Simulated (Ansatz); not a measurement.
# F3HZr···H2S: what the fields show

```xyz
8

Zr   -0.8802    0.0751   -1.1093
S     1.1592   -0.2906    2.4210
F     0.0363   -1.5899   -1.1910
F    -2.5396   -0.0024   -0.1857
F    -1.1487    0.7349   -2.8724
H     1.0507    0.6828    1.4659
H     0.3148    1.4007   -0.1591
H     2.0072   -1.0106    1.6305
```

Core potentials replace the inner electrons of Zr; not at a stationary point (largest force 1.2 eV/Å).

Level of theory: RKS PBE-D4/def2-SVP in Ansatz.

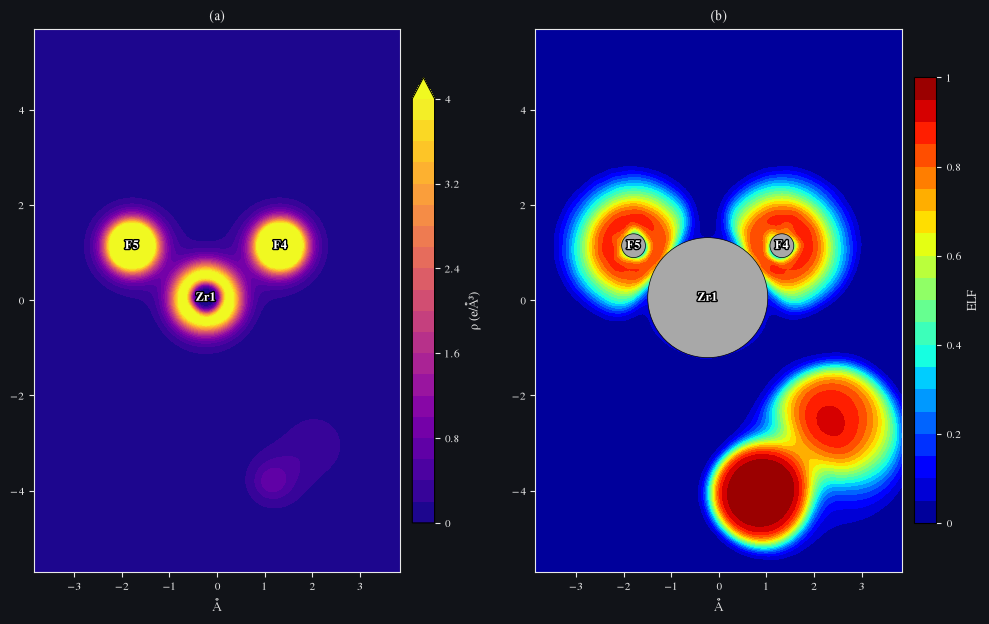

Figure 1. (a) electron density; (b) electron localisation function on the plane of atoms F4, Zr1 and F5. Grey discs cover the atomic cores in the ELF map.

Interpret the plot.

Answer.
- Atoms in the plane: Zr and F.
- Zr–F (1.90 Å): ρ at the midpoint is about 0.94 e/Å³; the ELF peaks at about 0.85 in the valence shell of F, 0.5 Å from its nucleus, and drops to about 0.25 between the two atoms.
- The ELF also peaks beside S2, away from the bonds: lone-pair regions.

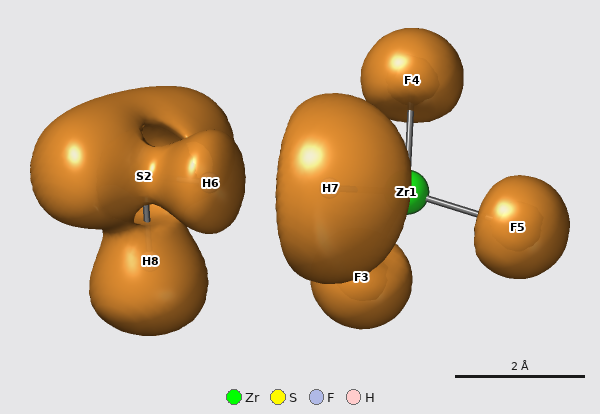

Figure 2. Isosurface of the electron localisation function at 0.75 (orange), seen at an oblique angle. Core shells and regions of very low density are left out.

Identify the bonds, lone pairs and shells in this picture.

Answer. The surface consists of one region around a hydrogen nucleus, three regions wrapped around F (the valence shell of each) and one joined region spread over several atoms (H, S), in which their bonds and any lone pairs are merged. Profiles from the grid: H6···H7 (1.92 Å): the ELF dips to about 0.15 between them.

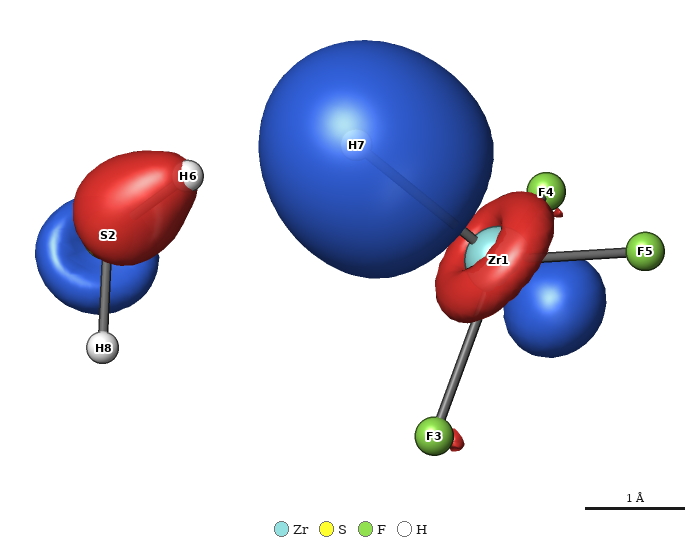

Figure 3. The HOMO−1 at ±0.15 Å⁻³ᐟ² (red and blue are the two phases), seen across its widest extent.

Where does this orbital lie, and at what energy?

Answer. Its weight (Hirshfeld) is mainly on H7 (about 45 %), Zr1 (about 35 %) and S2 (about 10 %). Its energy is −7.31 eV.
